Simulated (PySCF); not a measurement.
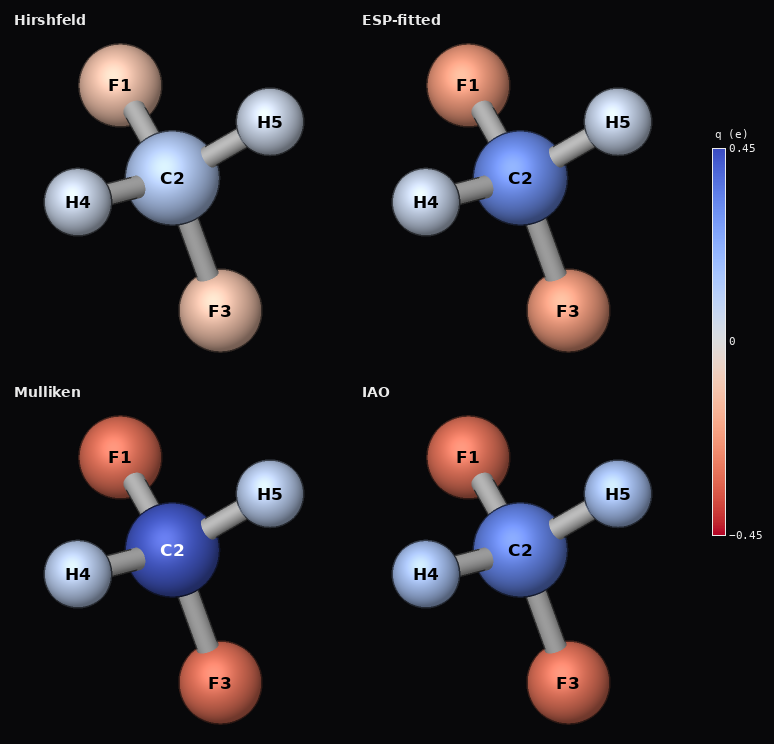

Atomic charges of one calculation by 4 schemes, on one colour scale. Computed geometry: PBE0-D3(BJ)/def2-SVP optimisation. No frequency run is at hand to confirm it as a minimum. Computed with PBE0/pcSseg-1 (PySCF 2.14.0).

List the charges (e), one line for each set of equivalent atoms.

| atom | Hirshfeld | ESP-fitted | Mulliken | IAO |
| --- | --- | --- | --- | --- |
| F1, F3 | −0.11 | −0.21 | −0.30 | −0.30 |
| C2 | 0.12 | 0.30 | 0.42 | 0.32 |
| H4, H5 | 0.05 | 0.06 | 0.09 | 0.14 |
